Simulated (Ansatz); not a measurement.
# C$_{2}$H$_{6}$OSi (SMILES COC=[SiH2]): what the fields show

Input file:

```
crystal:
  periodic: [false, false, false]
  atoms:
    - { symbol: C, position_ang: [-0.29294, 0.75758, -1.2578] }
    - { symbol: O, position_ang: [0.07473, -0.58435, -1.21135] }
    - { symbol: C, position_ang: [0.30181, -1.09673, 0.05489] }
    - { symbol: Si, position_ang: [0.19495, -0.29497, 1.6171] }
    - { symbol: H, position_ang: [-0.43658, 1.01374, -2.30657] }
    - { symbol: H, position_ang: [0.48803, 1.39823, -0.826] }
    - { symbol: H, position_ang: [-1.22575, 0.93283, -0.70487] }
    - { symbol: H, position_ang: [0.57588, -2.13869, -0.02897] }
    - { symbol: H, position_ang: [0.48461, -1.07894, 2.801] }
    - { symbol: H, position_ang: [-0.16474, 1.09132, 1.86259] }
basis:
  gaussian: { orbitals: def2-SVP }
hamiltonian:
  xc: cam_b3lyp
  dispersion: d4
relax:
  f_tol: 0.015
  max_steps: 40
output:
  orbitals: {}
```

Command:

```sh
ansatz run input.yaml --threads 2 --pin off --max-ram 3072MiB --backend cpu --events-out ev --progress --plain --runs-dir out
```

The fields are those of the run's last geometry, not of the input's.

Theory: RKS CAM-B3LYP-D4/def2-SVP in Ansatz.

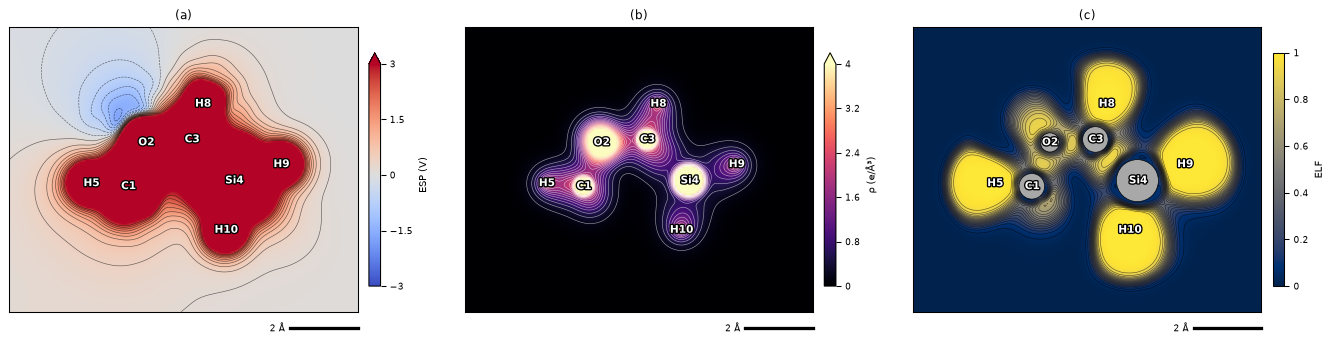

Figure 1. (a) electrostatic potential; (b) electron density; (c) electron localisation function on the plane of atoms O2, C1 and H5. Grey discs cover the atomic cores in the ELF map.

Describe what can be read from this map.

Answer. Atoms in the plane: C, O, Si and H.
C–O (1.34 Å): the density is about 2.4 e/Å³ at the midpoint; the ELF peaks at about 0.85 between the atoms (a shared but strongly polarised pair).
C–Si (1.73 Å): ρ is about 1.1 e/Å³ halfway; the ELF peaks at about 0.95 between the atoms; localised, covalent bonding.
C–H (1.10 Å): the density is about 2 e/Å³ at the midpoint; the ELF climbs to about 1 towards the hydrogen, as it does in any bond to H; a covalent bond by its length.
C–O (1.40 Å): ρ is about 2.1 e/Å³ halfway, with its minimum of 1.8 e/Å³ about 0.5 Å from C; the ELF peaks at about 0.90 between the atoms (a polar covalent bond).
Si–H (1.47 Å): ρ at the midpoint is about 0.77 e/Å³; the ELF climbs to about 1 towards the hydrogen.
The ELF also peaks beside O2, away from the bonds: lone-pair regions.
Outside the dense part of the molecule the potential is most negative (−1.7 V) near O2.

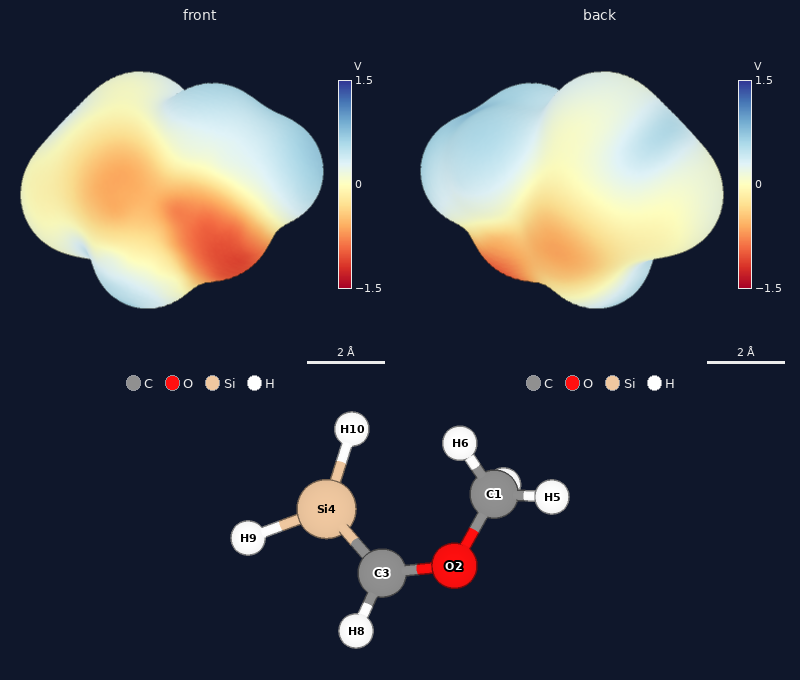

Figure 2. The electrostatic potential painted on the density surface at 0.001 e/bohr³, seen from the front and from behind; red is negative and blue positive. The bare structure is drawn below in the same view.

Which sites attract a positive test charge, and which a negative one?

Answer. A positive charge is drawn to the negative regions and a negative charge to the positive ones. The most negative region (about −1.1 V, or −25 kcal/mol for a unit charge) lies over O2, the most positive (about +0.7 V, or +16 kcal/mol for a unit charge) over C1 and H5. O2 is the likeliest acceptor of a hydrogen bond.

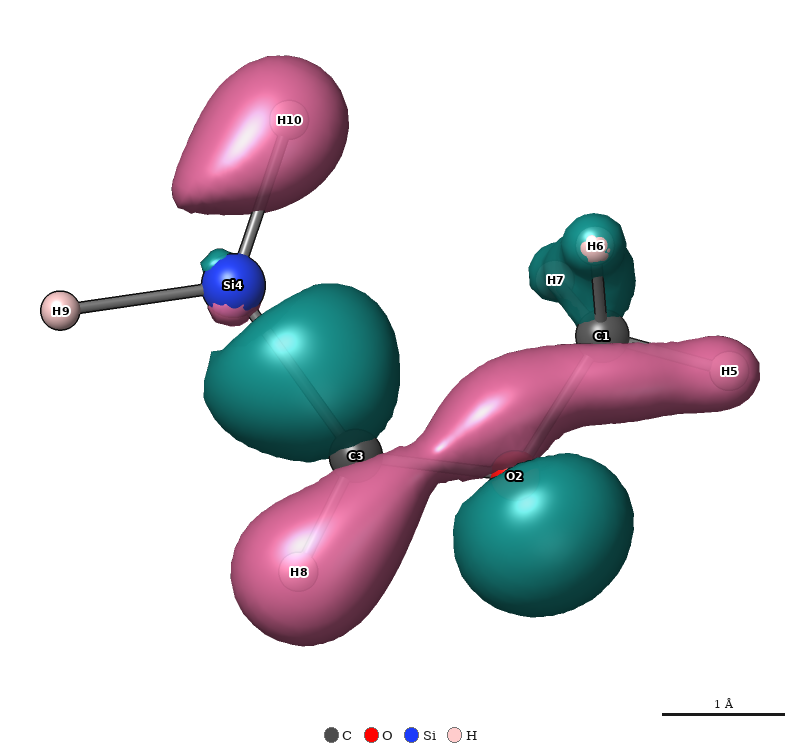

Figure 3. The HOMO−1 at ±0.15 Å⁻³ᐟ² (teal and pink are the two phases), seen at a tilt.

Where does this orbital lie, and at what energy?

Answer. It lies mainly on O2 (about 35 %), C3 (about 20 %), Si4 (about 15 %), C1 (about 10 %), H8 (about 5 %) and H10 (about 5 %). Its energy is −10.38 eV.
